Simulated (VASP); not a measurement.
Band structure of PbO$_{2}$ (rutile). All values below come from PBE GGA with D4 dispersion, VASP's PBE PAW potentials (set 64) (plane waves; VASP).

Unless said otherwise, spin-orbit coupling is left out, though it shifts the bands of the heavy elements here.

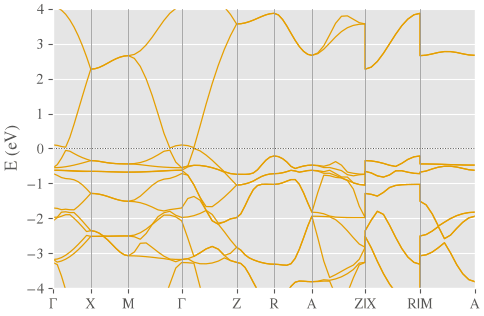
Fig. 1. Bands along high-symmetry lines, zero at the valence-band maximum or, without a gap, the Fermi level

Task: Read the plot: is there a gap, and where are the band edges?

Result: The gap is indirect, 0.01 eV, from the valence maximum at Γ-Z at 0.22 to the conduction minimum at M-Γ at 0.78. (Edges off the drawn lines would not show.)

The compound is PbO2 in the rutile structure. It was relaxed first.
